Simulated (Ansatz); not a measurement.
**B₃+ (quintet): the correlation ladder, cc-pVDZ**

Aim: climb from Hartree-Fock through coupled cluster and multireference methods for B₃+ (quintet) at one geometry and basis, and see what each rung misses.

The runs use Ansatz 0.2.0, Gaussian basis; cc-pVDZ, core rule «outside noble gas», up to 3 orbitals frozen.

Plan: UHF; CCSD(T) on ROHF; CCSD(T) on UHF; BCCD(T) on ROHF; CISD as a restricted active space (open shells left free, so some higher excitations enter); CCSDT(Q) on ROHF; CCSDT(Q) on UHF; CASSCF and MRCISD+Q, 8 electrons in 11 orbitals; CASSCF and NEVPT2, 8 electrons in 11 orbitals.

19 further runs of the same task are left out: 9 that didn't finish, 10 set aside as unsound or not needed. Runs told in other sessions of the task aren't counted.

### 1 The system

The geometry is a PBE0/def2-TZVP stationary point (not a proven minimum) of the parent state, kept for this charge and spin.

3 atoms, charge 1, spin multiplicity 5.

Atoms are counted from 1 here; the program's logs count them from 0.

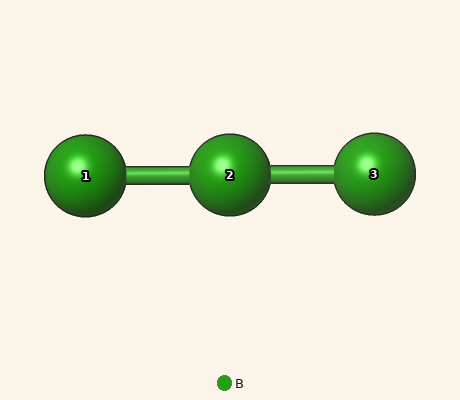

The structure; boron green; atoms are numbered from 1 in the order of the file.

Coordinates:

```xyz
3

B     0.0000    0.0000    1.5215
B     0.0000    0.0000    0.0000
B     0.0000    0.0000   -1.5215
```

In the tables R marks a restricted open-shell determinant and U an unrestricted one; 'frontier' is the active space of 8 electrons in 11 orbitals; energies count from the table's Hartree-Fock row.

### 2 UHF

The input, in.yaml:

```yaml
crystal:
  periodic: [false, false, false]
  atoms:
    - {symbol: B, position_ang: [0.000000, 0.000000, 1.521500]}
    - {symbol: B, position_ang: [0.000000, 0.000000, 0.000000]}
    - {symbol: B, position_ang: [0.000000, 0.000000, -1.521500]}
basis:
  gaussian: {orbitals: cc-pVDZ}
total_charge: 1
magnetization: {spin_polarized: true, initial_magnetization: 4}
hamiltonian: {xc: hf}
output: {orbitals: {seedname: orbitals}}
```

Run with:

```console
$ ansatz run in.yaml --threads 1 --pin off --events-out ev --progress --plain --max-ram 2393MiB
```

Standard output:

```text
Functional definition: HF
  name "HF"
  cite "Fock, Z. Phys. 61, 126 (1930) doi:10.1007/BF01340294"
  parent pbe
  exchange = exact_x
  correlation = 0
399 factors; integrals over basis functions are off by at most 1.2e-3 eV
mean field evaluation 1: about -1998.5720 eV, gradient 1.4e1 eV
mean field evaluation 2: about -1998.5755 eV, gradient 1.4e1 eV
mean field evaluation 4: about -2000.4398 eV, gradient 1.9e0 eV
mean field evaluation 8: about -2000.5005 eV, gradient 4.7e-2 eV
mean field evaluation 16: about -2000.0572 eV, gradient 2.4e0 eV
mean field evaluation 32: about -1993.9368 eV, gradient 1.4e1 eV
mean field -2000.50056128 eV, -73.5170396392 hartree, gradient 2.8e-5 eV, S^2 6.008434; 0 other end points of the search recorded, 0 dependent functions left out
reference -2000.50056128 eV, -73.5170396392 hartree; 9, 5 occupied and 33, 37 virtual orbitals, 399 factors
Total energy: -2000.50056128 eV, -73.5170396392 hartree
```

Wall time 0.27 s (1 thread of Arm Neoverse V1, shared host).

From the report: ⟨S²⟩ of the determinant 6.008 (pure quintet: 6.00).

### 3 CCSD(T) on ROHF

in.yaml, as its differences from that of step 2:

```diff
@@ -9,4 +9,3 @@
 total_charge: 1
-magnetization: {spin_polarized: true, initial_magnetization: 4}
-hamiltonian: {xc: hf}
-output: {orbitals: {seedname: orbitals}}
+magnetization: {spin_polarized: false, initial_magnetization: 4}
+correlation: {method: ccsd_t, electrons: outside_noble_gas}
```

The command is unchanged.

Standard output, cut to the lines that bear on the results:

```text
Functional definition: HF
  name "HF"
  cite "Fock, Z. Phys. 61, 126 (1930) doi:10.1007/BF01340294"
  parent pbe
[...]
399 factors; integrals over basis functions are off by at most 1.2e-3 eV
[...]
mean field -2000.41733026 eV, -73.5139809553 hartree, gradient 9.0e-7 eV, S^2 6.000000; 3 other end points of the search recorded, 0 dependent functions left out
determinant -2000.41733026 eV, -73.5139809553 hartree, with singles and doubles -2004.38915773 eV, -73.6599429228 hartree
determinant -1998.49333693 eV, -73.4432755048 hartree, with singles and doubles -2001.88757415 eV, -73.5680114217 hartree
3 core orbitals not correlated: weight in the atoms' cores, before any rotation towards them, 1.000 or more for the frozen orbitals, at most 0.000 for the correlated occupied ones
reference -2000.41733026 eV, -73.5139809553 hartree; 6, 2 occupied and 33, 37 virtual orbitals, 399 factors
second order -3.11118603 eV of doubles, -0.04638891 eV of singles
cycle   1  -3.97224657 eV  change   -4.2e-4 eV  update   6.2e-4
[...]
cycle   7  -3.97279642 eV  change   -1.5e-6 eV  update   8.7e-7
perturbative correction -0.17809160 eV, -0.0065447454 hartree
Total energy: -2004.56821827 eV, -73.6665232764 hartree
```

It took 1.3 s on 1 thread of Arm Neoverse V1, shared host.

From the report: correlation -4.1509 eV; T1 0.025; largest double amplitude 0.11.

### 4 CCSD(T) on UHF

in.yaml, as its differences from that of step 3:

```diff
@@ -9,3 +9,3 @@
 total_charge: 1
-magnetization: {spin_polarized: false, initial_magnetization: 4}
+magnetization: {spin_polarized: true, initial_magnetization: 4}
 correlation: {method: ccsd_t, electrons: outside_noble_gas}
```

Launched as before.

Standard output, cut to the lines that bear on the results:

```text
Functional definition: HF
  name "HF"
  cite "Fock, Z. Phys. 61, 126 (1930) doi:10.1007/BF01340294"
  parent pbe
[...]
399 factors; integrals over basis functions are off by at most 1.2e-3 eV
[...]
mean field -2000.50056128 eV, -73.5170396392 hartree, gradient 1.3e-6 eV, S^2 6.008434; 3 other end points of the search recorded, 0 dependent functions left out
determinant -2000.50056128 eV, -73.5170396392 hartree, with singles and doubles -2004.39202733 eV, -73.6600483785 hartree
determinant -1998.56949400 eV, -73.4460742253 hartree, with singles and doubles -2001.88986792 eV, -73.5680957164 hartree
3 core orbitals not correlated: weight in the atoms' cores, before any rotation towards them, 1.000 or more for the frozen orbitals, at most 0.000 for the correlated occupied ones
reference -2000.50056128 eV, -73.5170396392 hartree; 6, 2 occupied and 33, 37 virtual orbitals, 399 factors
second order -3.05697516 eV of doubles, -0.00000000 eV of singles
cycle   1  -3.89183356 eV  change   -3.7e-4 eV  update   6.1e-4
[...]
cycle   7  -3.89241729 eV  change   -1.5e-6 eV  update   8.3e-7
perturbative correction -0.17478189 eV, -0.0064231160 hartree
Total energy: -2004.56776046 eV, -73.6665064523 hartree
```

Wall time 1.3 s (1 thread of Arm Neoverse V1, shared host).

From the report: ⟨S²⟩ of the determinant 6.008 (pure quintet: 6.00); correlation -4.0672 eV; T1 0.023; largest double amplitude 0.11.

### 5 BCCD(T) on ROHF

in.yaml, as its differences from that of step 4:

```diff
@@ -9,3 +9,3 @@
 total_charge: 1
-magnetization: {spin_polarized: true, initial_magnetization: 4}
-correlation: {method: ccsd_t, electrons: outside_noble_gas}
+magnetization: {spin_polarized: false, initial_magnetization: 4}
+correlation: {method: bccd_t, electrons: outside_noble_gas}
```

Launched as before.

Standard output, cut to the lines that bear on the results:

```text
Functional definition: HF
  name "HF"
  cite "Fock, Z. Phys. 61, 126 (1930) doi:10.1007/BF01340294"
  parent pbe
[...]
399 factors; integrals over basis functions are off by at most 1.2e-3 eV
[...]
mean field -2000.41733026 eV, -73.5139809553 hartree, gradient 9.0e-7 eV, S^2 6.000000; 3 other end points of the search recorded, 0 dependent functions left out
determinant -2000.41733026 eV, -73.5139809553 hartree, with singles and doubles -2004.38915773 eV, -73.6599429228 hartree
determinant -1998.49333693 eV, -73.4432755048 hartree, with singles and doubles -2001.88757415 eV, -73.5680114217 hartree
3 core orbitals not correlated: weight in the atoms' cores, before any rotation towards them, 1.000 or more for the frozen orbitals, at most 0.000 for the correlated occupied ones
reference -2000.41733026 eV, -73.5139809553 hartree; 6, 2 occupied and 33, 37 virtual orbitals, 399 factors
second order -3.11118603 eV of doubles, -0.04638891 eV of singles
cycle   1  -3.96752964 eV  change    4.3e-3 eV  update   7.5e-3
[...]
cycle   9  -3.96564535 eV  change   -1.6e-6 eV  update   1.4e-6
perturbative correction -0.18362498 eV, -0.0067480935 hartree
Total energy: -2004.56660058 eV, -73.6664638274 hartree
```

It took 1.4 s on 1 thread of Arm Neoverse V1, shared host.

From the report: correlation -4.1493 eV; largest double amplitude 0.11.

### 6 CISD as a restricted active space (open shells left free, so some higher excitations enter)

in.yaml, as its differences from that of step 5:

```diff
@@ -10,2 +10,2 @@
 magnetization: {spin_polarized: false, initial_magnetization: 4}
-correlation: {method: bccd_t, electrons: outside_noble_gas}
+correlation: {active_space: {ras: {orbitals: [2, 4, 33], electrons: 8, max_holes: 2, max_particles: 2}, fixed_orbitals: true}}
```

The command is unchanged.

Standard output:

```text
Functional definition: HF
  name "HF"
  cite "Fock, Z. Phys. 61, 126 (1930) doi:10.1007/BF01340294"
  parent pbe
  exchange = exact_x
  correlation = 0
399 factors; integrals over basis functions are off by at most 1.2e-3 eV
mean field evaluation 1: about -1998.7000 eV, gradient 1.3e1 eV
mean field evaluation 2: about -1998.7035 eV, gradient 1.3e1 eV
mean field evaluation 4: about -2000.3626 eV, gradient 2.1e0 eV
mean field evaluation 8: about -2000.4173 eV, gradient 5.1e-4 eV
mean field evaluation 16: about -1999.4295 eV, gradient 5.9e0 eV
mean field -2000.41733026 eV, -73.5139809553 hartree, gradient 9.0e-7 eV, S^2 6.000000; 2 other end points of the search recorded, 0 dependent functions left out
reference -2000.41733026 eV, -73.5139809553 hartree; 9, 5 occupied and 33, 37 virtual orbitals, 399 factors
state -2004.24674521 eV, -73.6547093592 hartree
Total energy: -2004.24674521 eV, -73.6547093592 hartree
```

Wall time 6 s (1 thread of Arm Neoverse V1, shared host).

From the report: 15,679 determinants.

### 7 CCSDT(Q) on ROHF

in.yaml, as its differences from that of step 6:

```diff
@@ -10,2 +10,2 @@
 magnetization: {spin_polarized: false, initial_magnetization: 4}
-correlation: {active_space: {ras: {orbitals: [2, 4, 33], electrons: 8, max_holes: 2, max_particles: 2}, fixed_orbitals: true}}
+correlation: {method: ccsdt_q, electrons: outside_noble_gas}
```

Same command.

Standard output, cut to the lines that bear on the results:

```text
Functional definition: HF
  name "HF"
  cite "Fock, Z. Phys. 61, 126 (1930) doi:10.1007/BF01340294"
  parent pbe
[...]
732 factors; integrals over basis functions are off by at most 1.7e-7 eV
[...]
mean field -2000.41734184 eV, -73.5139813809 hartree, gradient 9.0e-7 eV, S^2 6.000000; 3 other end points of the search recorded, 0 dependent functions left out
determinant -2000.41734184 eV, -73.5139813809 hartree, with singles and doubles -2004.38916978 eV, -73.6599433658 hartree
determinant -1998.49334511 eV, -73.4432758053 hartree, with singles and doubles -2001.88758289 eV, -73.5680117430 hartree
3 core orbitals not correlated: weight in the atoms' cores, before any rotation towards them, 1.000 or more for the frozen orbitals, at most 0.000 for the correlated occupied ones
reference -2000.41734184 eV, -73.5139813809 hartree; 6, 2 occupied and 33, 37 virtual orbitals, 732 factors
second order -3.11118945 eV of doubles, -0.04638897 eV of singles
cycle   1  -3.70223701 eV  change   -5.4e-1 eV  update   7.7e-2
[...]
cycle  15  -4.20381931 eV  change    8.3e-7 eV  update   5.6e-7
perturbative correction -0.01044425 eV, -0.0003838192 hartree
Total energy: -2004.63160539 eV, -73.6688527101 hartree
```

Wall time 14 s (1 thread of Arm Neoverse V1, shared host); peak memory 0.25 GiB.

From the report: correlation -4.2143 eV; T1 0.027; largest double amplitude 0.15.

### 8 CCSDT(Q) on UHF

in.yaml, as its differences from that of step 7:

```diff
@@ -9,3 +9,3 @@
 total_charge: 1
-magnetization: {spin_polarized: false, initial_magnetization: 4}
+magnetization: {spin_polarized: true, initial_magnetization: 4}
 correlation: {method: ccsdt_q, electrons: outside_noble_gas}
```

Same command.

Standard output, cut to the lines that bear on the results:

```text
Functional definition: HF
  name "HF"
  cite "Fock, Z. Phys. 61, 126 (1930) doi:10.1007/BF01340294"
  parent pbe
[...]
732 factors; integrals over basis functions are off by at most 1.7e-7 eV
[...]
mean field -2000.50057298 eV, -73.5170400692 hartree, gradient 1.3e-6 eV, S^2 6.008434; 3 other end points of the search recorded, 0 dependent functions left out
determinant -2000.50057298 eV, -73.5170400692 hartree, with singles and doubles -2004.39203875 eV, -73.6600487983 hartree
determinant -1998.56950228 eV, -73.4460745298 hartree, with singles and doubles -2001.88987706 eV, -73.5680960524 hartree
3 core orbitals not correlated: weight in the atoms' cores, before any rotation towards them, 1.000 or more for the frozen orbitals, at most 0.000 for the correlated occupied ones
reference -2000.50057298 eV, -73.5170400692 hartree; 6, 2 occupied and 33, 37 virtual orbitals, 732 factors
second order -3.05697847 eV of doubles, -0.00000000 eV of singles
cycle   1  -3.60791379 eV  change   -5.5e-1 eV  update   7.8e-2
[...]
cycle  16  -4.12128707 eV  change    2.2e-7 eV  update   3.1e-7
perturbative correction -0.01084905 eV, -0.0003986952 hartree
Total energy: -2004.63270911 eV, -73.6688932708 hartree
```

Wall time 13 s (1 thread of Arm Neoverse V1, shared host).

From the report: ⟨S²⟩ of the determinant 6.008 (pure quintet: 6.00); correlation -4.1321 eV; T1 0.025; largest double amplitude 0.15.

### 9 CASSCF and MRCISD+Q, 8 electrons in 11 orbitals

in.yaml, as its differences from that of step 8:

```diff
@@ -9,3 +9,3 @@
 total_charge: 1
-magnetization: {spin_polarized: true, initial_magnetization: 4}
-correlation: {method: ccsdt_q, electrons: outside_noble_gas}
+magnetization: {spin_polarized: false, initial_magnetization: 4}
+correlation: {method: fic_mrcisd_q, electrons: outside_noble_gas, active_space: {window: {electrons: 8, orbitals: 11}}}
```

Launched as before.

Standard output, cut to the lines that bear on the results:

```text
Functional definition: HF
  name "HF"
  cite "Fock, Z. Phys. 61, 126 (1930) doi:10.1007/BF01340294"
  parent pbe
[...]
399 factors; integrals over basis functions are off by at most 1.2e-3 eV
[...]
mean field -2000.41733026 eV, -73.5139809553 hartree, gradient 9.0e-7 eV, S^2 6.000000; 2 other end points of the search recorded, 0 dependent functions left out
reference -2000.41733026 eV, -73.5139809553 hartree; 9, 5 occupied and 33, 37 virtual orbitals, 399 factors
state -2002.35431181 eV, -73.5851637147 hartree
contracted CI cycle   1: correlation 0.00000000 eV, 0.0000000000 hartree, residual 1.03e1 eV
contracted CI cycle   2: correlation -2.07104436 eV, -0.0761094763 hartree, residual 2.14e0 eV
contracted CI cycle   3: correlation -2.14771169 eV, -0.0789269488 hartree, residual 4.62e-1 eV
contracted CI cycle   4: correlation -2.15172599 eV, -0.0790744718 hartree, residual 1.20e-1 eV
contracted CI cycle   5: correlation -2.15197883 eV, -0.0790837632 hartree, residual 3.03e-2 eV
contracted CI cycle   6: correlation -2.15199542 eV, -0.0790843730 hartree, residual 8.32e-3 eV
contracted CI cycle   7: correlation -2.15199663 eV, -0.0790844176 hartree, residual 2.37e-3 eV
contracted CI cycle   8: correlation -2.15199673 eV, -0.0790844212 hartree, residual 5.99e-4 eV
state -2002.35431181 eV, -73.5851637147 hartree; corrected -2004.61519997 eV, -73.6682498218 hartree
Total energy: -2004.61519997 eV, -73.6682498218 hartree
```

Wall time 35 s (1 thread of Arm Neoverse V1, shared host); peak memory 0.88 GiB.

From the report: 6,340 determinants; active occupations 1.97, 1.96, 1.00, 1.00, 0.98, 0.97, 0.05, 0.04, 0.02, 0.01, 0.01.

### 10 CASSCF and NEVPT2, 8 electrons in 11 orbitals

in.yaml, as its differences from that of step 9:

```diff
@@ -10,2 +10,2 @@
 magnetization: {spin_polarized: false, initial_magnetization: 4}
-correlation: {method: fic_mrcisd_q, electrons: outside_noble_gas, active_space: {window: {electrons: 8, orbitals: 11}}}
+correlation: {method: sc_nevpt2, electrons: outside_noble_gas, active_space: {window: {electrons: 8, orbitals: 11}}}
```

Same command.

Standard output:

```text
Functional definition: HF
  name "HF"
  cite "Fock, Z. Phys. 61, 126 (1930) doi:10.1007/BF01340294"
  parent pbe
  exchange = exact_x
  correlation = 0
399 factors; integrals over basis functions are off by at most 1.2e-3 eV
mean field evaluation 1: about -1998.7000 eV, gradient 1.3e1 eV
mean field evaluation 2: about -1998.7035 eV, gradient 1.3e1 eV
mean field evaluation 4: about -2000.3626 eV, gradient 2.1e0 eV
mean field evaluation 8: about -2000.4173 eV, gradient 5.1e-4 eV
mean field evaluation 16: about -1999.4295 eV, gradient 5.9e0 eV
mean field -2000.41733026 eV, -73.5139809553 hartree, gradient 9.0e-7 eV, S^2 6.000000; 2 other end points of the search recorded, 0 dependent functions left out
reference -2000.41733026 eV, -73.5139809553 hartree; 9, 5 occupied and 33, 37 virtual orbitals, 399 factors
state -2002.35431181 eV, -73.5851637147 hartree
state -2002.35431181 eV, -73.5851637147 hartree; corrected -2004.06796399 eV, -73.6481392707 hartree
Total energy: -2004.06796399 eV, -73.6481392707 hartree
```

It took 28 s on 1 thread of Arm Neoverse V1, shared host.

From the report: 6,340 determinants; active occupations 1.97, 1.96, 1.00, 1.00, 0.98, 0.97, 0.05, 0.04, 0.02, 0.01, 0.01.

### 11 Misses and costs

The yardstick is UCCSDT(Q), where the cluster series has nearly closed. Rows without a time are mean-field rows or come out of runs for another level: lower rungs of the coupled-cluster runs, CASSCF and MRCISD of the multireference runs, or the Hartree-Fock search.

Differences are taken before rounding.

| method | energy from the lowest ROHF (meV) | from UCCSDT(Q) (meV) | time |
| --- | --- | --- | --- |
| ROHF | 0.0 | +4215.4 |  |
| UHF | -83.2 | +4132.1 |  |
| RMP2 | -3157.6 | +1057.8 |  |
| UMP2 | -3140.2 | +1075.2 |  |
| CISD | -3829.4 | +386.0 | 6 s |
| RCCSD | -3972.8 | +242.6 |  |
| UCCSD | -3975.6 | +239.7 |  |
| RCCSD(T) | -4150.9 | +64.5 | 1.3 s |
| UCCSD(T) | -4150.4 | +64.9 | 1.3 s |
| BCCD(T) | -4149.3 | +66.1 | 1.4 s |
| RCCSDT | -4203.8 | +11.5 |  |
| UCCSDT | -4204.5 | +10.8 |  |
| RCCSDT(Q) | -4214.3 | +1.1 | 14 s |
| UCCSDT(Q) | -4215.4 | 0 | 13 s |
| CASSCF frontier | -1937.0 | +2278.4 |  |
| NEVPT2 frontier | -3650.6 | +564.7 | 28 s |
| MRCISD frontier | -4089.0 | +126.4 |  |
| MRCISD+Q frontier | -4197.9 | +17.5 | 35 s |

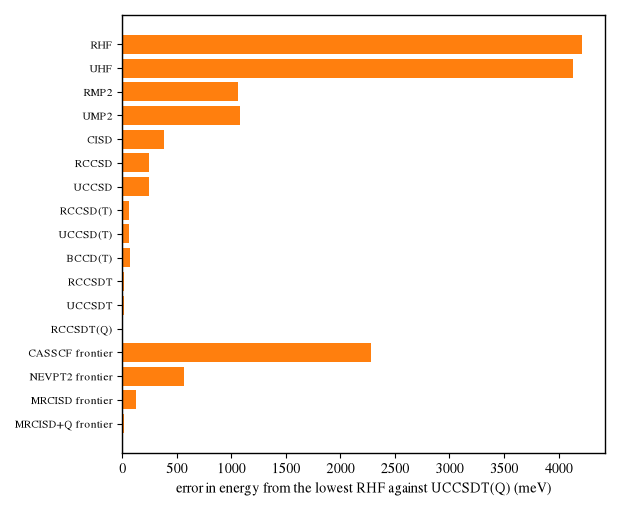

Error of each method against UCCSDT(Q).

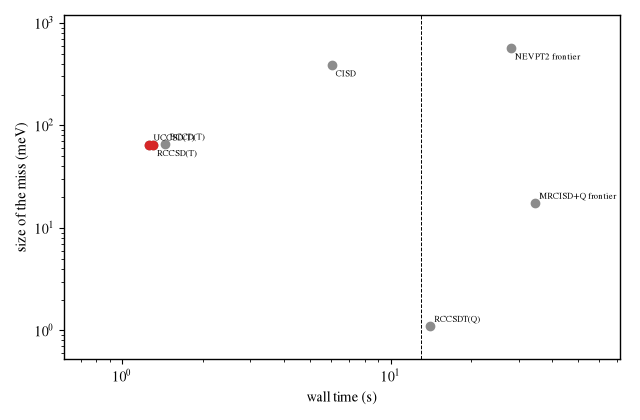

Accuracy for the time spent; red marks the levels that beat every quicker one drawn (of those quicker than the yardstick), and the dashed line is the time of UCCSDT(Q). Times are from a shared host.

### 12 What came out

```
                         quantity                                         value
    UCCSDT(Q) from the ROHF energy                                    -4.2154 eV
              RMP2 from UCCSDT(Q)                                   +1057.8 meV
              UMP2 from UCCSDT(Q)                                   +1075.2 meV
             RCCSD from UCCSDT(Q)                                    +242.6 meV
          RCCSD(T) from UCCSDT(Q)                                     +64.5 meV
          UCCSD(T) from UCCSDT(Q)                                     +64.9 meV
         RCCSDT(Q) from UCCSDT(Q)                                      +1.1 meV
   NEVPT2 frontier from UCCSDT(Q)                                    +564.7 meV
 MRCISD+Q frontier from UCCSDT(Q)                                     +17.5 meV
levels within 1 kcal/mol (43 meV)  RCCSDT, UCCSDT, RCCSDT(Q), MRCISD+Q frontier
                    T1 diagnostic                                         0.025
```

What this shows: RCCSD(T) lands +64.5 meV from the yardstick (1.5 % of the correlation energy). Of the multireference levels listed MRCISD+Q frontier comes nearest in total energy (+17.5 meV), which doesn't show that its space is the better one. These misses are within one basis, not against nature; the frozen cores of restricted and unrestricted runs differ, which can shift their rows.

With open shells the CI space here admits some higher excitations, so it is larger than plain CISD.

RCCSD(T) reaches 64.5 meV from the reference in 1.3 s, where UCCSDT(Q) took 13 s; the quickest level in the cost chart, UCCSD(T), takes 1.3 s and misses by 64.9 meV.
